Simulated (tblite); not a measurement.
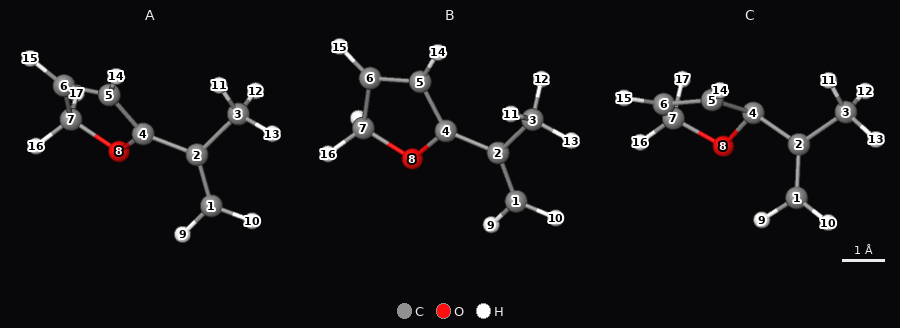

3 geometries from one relaxation of C7H9O (multiplicity 2), in shuffled order. The picture is a ball-and-stick view, seen at a tilt.

Theory: tblite 0.8.0, GFN2-xTB geometry optimisation, gas phase. 

Q: Put them in the order of the run, from the start to the converged end.

A: C, A, B. They are steps 0, 39, 113, at +185.3 kJ/mol, +23.9 kJ/mol relative to the last. Over 113 geometry steps the energy falls by 185.3 kJ/mol. The atom that moves furthest after the best rigid fit is H15 (1.47 Å). Largest moves by element: H 1.47 Å, C 0.74 Å, O 0.56 Å. Among the contacts that change: C4–C5 1.511 → 1.409 Å, C2–C4 1.514 → 1.418 Å, C1–C2 1.303 → 1.351 Å, C3–H13 1.124 → 1.086 Å. Bond angles that change, for instance: C2–C4–C5 104.9° → 129.8°, C2–C4–O8 112.1° → 120.3°, C5–C4–O8 103.0° → 109.9°. Cost: 0.55 s on 1 thread of Arm Neoverse V2, on a shared host.
